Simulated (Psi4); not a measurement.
# As2 (SMILES [As]#[As]): TPSS/def2-TZVPPD

Aim: the vertical electron affinity of As2 at TPSS/def2-TZVPPD, from 2 runs. 

Program for the calculation: Psi4 1.11.

2 further runs of the same task are left out: 1 that didn't finish, 1 set aside as unsound or not needed.

**1. The molecule**

As2: 2 atoms, total charge 0, spin state singlet. SMILES: `[As]#[As]`. The shape is that of a PBE0-D4/def2-TZVP optimisation.

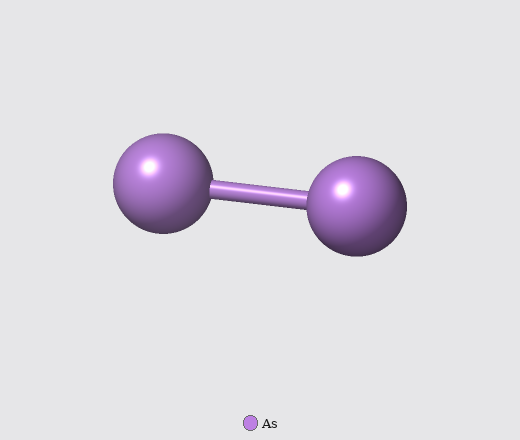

The structure, seen from a chosen angle (arsenic purple).

**2. Energy and forces at TPSS/def2-TZVPPD**

Input file as2.in:

```
memory 2200 MB

molecule m {
  0 1
  As
  As 1 r2

  r2 = 2.08901
  units angstrom
  symmetry c1
  no_reorient
  no_com
}

set puream true
set e_convergence 1e-09
set d_convergence 1e-08
set scf_type pk
set dft_radial_points 99
set dft_spherical_points 590

e, wfn = gradient("tpss/def2-TZVPPD", return_wfn=True)
oeprop(wfn, "QUADRUPOLE", "MAYER_INDICES", "DIPOLE")
```

On the command line:

```
$ psi4 -i as2.in -o as2.out -n 1
```

as2.out:

```text
[...]
  Running in c1 symmetry.
[...]
  Nuclear repulsion =  275.859848645832187
[...]
  Multiplicity = 1
[...]
  Nalpha       = 33
  Nbeta        = 33
[...]
    Number of basis functions: 108
[...]
   @RKS iter   1: -4469.28741876705772   -3.57685e+00   3.63921e-02 DIIS/ADIIS
[...]
   @RKS iter   9: -4471.66774208450988   -6.27551e-11   2.80846e-09 DIIS
[...]
    Orbital Energies [Eh]
    ---------------------
    Doubly Occupied:
       1A   -424.812769     2A   -424.812762     3A    -53.341442
       4A    -53.341406     5A    -47.646555     6A    -47.646555
       7A    -47.646536     8A    -47.646536     9A    -47.644462
      10A    -47.644431    11A     -6.805636    12A     -6.805514
      13A     -4.880123    14A     -4.880123    15A     -4.880022
      16A     -4.880022    17A     -4.875401    18A     -4.874126
      19A     -1.525395    20A     -1.521465    21A     -1.521464
      22A     -1.520764    23A     -1.520764    24A     -1.520461
      25A     -1.520461    26A     -1.514618    27A     -1.514618
      28A     -1.510290    29A     -0.613982    30A     -0.442403
      31A     -0.251416    32A     -0.243805    33A     -0.243805
[...]
  @RKS Final Energy: -4471.66774208450988
   => Energetics <=
    Nuclear Repulsion Energy =            275.8598486458321872
    One-Electron Energy =               -6778.5808353730153613
    Two-Electron Energy =                2197.0069531575786641
    DFT Exchange-Correlation Energy =    -165.9537085149054860
    Empirical Dispersion Energy =           0.0000000000000000
    VV10 Nonlocal Energy =                  0.0000000000000000
    Total Energy =                      -4471.6677420845098823
[...]
  -Total Gradient:
     Atom            X                  Y                   Z
    ------   -----------------  -----------------  -----------------
       1       -0.000000000000    -0.000000000002     0.009305089564
       2        0.000000000002    -0.000000000001    -0.009305089794
[...]
 Multipole Moments:
 ------------------------------------------------------------------------------------
     Multipole            Electronic (a.u.)      Nuclear  (a.u.)        Total (a.u.)
 ------------------------------------------------------------------------------------
 L = 1.  Multiply by 2.5417464519 to convert [e a0] to [Debye]
 Dipole X            :          0.0000000            0.0000000            0.0000000
 Dipole Y            :         -0.0000000            0.0000000           -0.0000000
 Dipole Z            :          0.0000001           -0.0000000            0.0000001
 Magnitude           :                                                    0.0000001
 L = 2.  Multiply by 1.3450342976 to convert [e a0^2] to [Debye ang]
 Quadrupole XX       :        -26.2367578            0.0000000          -26.2367578
 Quadrupole XY       :          0.0000000            0.0000000            0.0000000
[...]
```

It took 55 s on 1 thread of AMD EPYC 7R43 (Zen 3), shared host; peak memory 0.85 GiB.

**3. The doublet anion**

Input file job.dat:

```
memory 2.2 GB

molecule {
  -1 2
  As     0.000000     0.000000     0.002480
  As     0.000000     0.000000     2.091490
  symmetry c1
}

set globals {
  basis                def2-TZVPPD
  reference            uks
  puream               true
  e_convergence        1e-09
  d_convergence        1e-08
  scf_type             pk
  dft_radial_points    99
  dft_spherical_points 590
  maxiter              100
}

e_tot, wfn = gradient('tpss', return_wfn=True)
oeprop(wfn, 'DIPOLE', 'MAYER_INDICES', 'QUADRUPOLE', title='TPSS')
print_variables()
```

On the command line:

```
$ psi4 -i job.dat -o job.out -n 1
```

job.out, cut to the lines that bear on the results:

```text
[...]
  Running in c1 symmetry.
[...]
  Nuclear repulsion =  275.859848645832244
[...]
  Multiplicity = 2
[...]
  Nalpha       = 34
  Nbeta        = 33
[...]
    Number of basis functions: 108
[...]
   @UKS iter   1: -4468.95708304282925   -3.24652e+00   3.74396e-02 ADIIS/DIIS
[...]
   @UKS iter  10: -4471.68844977155186   -7.45786e-11   6.84482e-09 DIIS
[...]
   @S^2 Observed:                7.529711180E-01
[...]
  @UKS Final Energy: -4471.68844977155186
   => Energetics <=
    Nuclear Repulsion Energy =            275.8598486458322441
    One-Electron Energy =               -6794.3745107328604718
    Two-Electron Energy =                2213.0199847934823083
    DFT Exchange-Correlation Energy =    -166.1937724780065082
    Empirical Dispersion Energy =           0.0000000000000000
    VV10 Nonlocal Energy =                  0.0000000000000000
    Total Energy =                      -4471.6884497715518592
[...]
  -Total Gradient:
     Atom            X                  Y                   Z
    ------   -----------------  -----------------  -----------------
       1       -0.000000000002    -0.000000000000     0.052006119974
       2        0.000000000001     0.000000000000    -0.052006119974
[...]
 Multipole Moments:
 ------------------------------------------------------------------------------------
     Multipole            Electronic (a.u.)      Nuclear  (a.u.)        Total (a.u.)
 ------------------------------------------------------------------------------------
 L = 1.  Multiply by 2.5417464519 to convert [e a0] to [Debye]
 Dipole X            :         -0.0000000            0.0000000           -0.0000000
 Dipole Y            :         -0.0000000            0.0000000           -0.0000000
 Dipole Z            :          0.0000001            0.0000000            0.0000001
 Magnitude           :                                                    0.0000001
 L = 2.  Multiply by 1.3450342976 to convert [e a0^2] to [Debye ang]
 Quadrupole XX       :        -29.7078621            0.0000000          -29.7078621
 Quadrupole XY       :         -0.4794288            0.0000000           -0.4794288
[...]
```

Wall time 74 s (1 thread of AMD EPYC 7R43 (Zen 3), shared host); peak memory 0.85 GiB.

**4. Summary of results**

At TPSS/def2-TZVPPD:

| quantity | value |
| --- | --- |
| singlet As2: total energy | -4471.66774 Eh |
| singlet As2: dipole moment | 0.00 D |
| singlet As2: HOMO energy | -6.63 eV |
| singlet As2: LUMO energy | -3.34 eV |
| singlet As2: HOMO–LUMO gap | 3.29 eV |
| singlet As2: largest force on an atom | 0.478 eV/Å |
| doublet anion: total energy | -4471.68845 Eh |
| doublet anion: HOMO energy (highest over α and β) | 2.14 eV |
| doublet anion: LUMO energy (lowest over α and β) | 2.32 eV |
| doublet anion: ⟨S²⟩ | 0.753 |
| doublet anion: largest force on an atom | 2.674 eV/Å |
| vertical electron affinity (to the doublet anion) | 0.563 eV |

In words: At fixed nuclei the extra electron is bound by 0.56 eV (13.0 kcal/mol). The largest force (singlet As2) is 0.48 eV/Å: the shape isn't a stationary point for this species at this level. The HOMO (doublet anion) lies at positive energy, 2.14 eV, as semi-local functionals often give for anions; only total energies tell whether the electron is bound.
